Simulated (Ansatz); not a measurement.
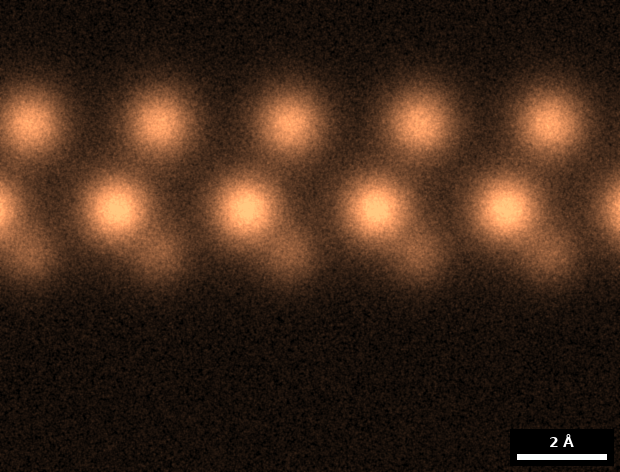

Cross-section of a slab, seen along a direction in its plane, the normal pointing up. Simulated as the projected potential of neutral atoms (B = 0.5 Å²) blurred by a 0.79 Å probe, the thin-sample limit of integrated differential phase contrast. The display is stretched by a gamma of 0.65; percentages refer to the linear signal. Shot noise was added. Model: the geometry relaxed with DFT, PBEsol, plane waves, PAW (Ansatz); the starting structure was generated, so it need not be a known form of this composition. The model holds Sn, O and Se.

Q: How many atomic planes does the slab have, and what do they hold from top to bottom?

A: 3 planes (atoms within 0.35 Å in height count as one plane):

```json
{"plane": "1", "content": "Se", "depth below the top plane (Å)": "0.0"}
{"plane": "2", "content": "Sn", "depth below the top plane (Å)": "1.9"}
{"plane": "3", "content": "O", "depth below the top plane (Å)": "2.9"}
```

Q: How thick is it, and how does it end on either side?

A: The outermost planes are 2.9 Å apart. The upper face ends in Se and the lower in O, so the sequence of planes is different from the two sides.

The model is a slab of composition SnSeO.
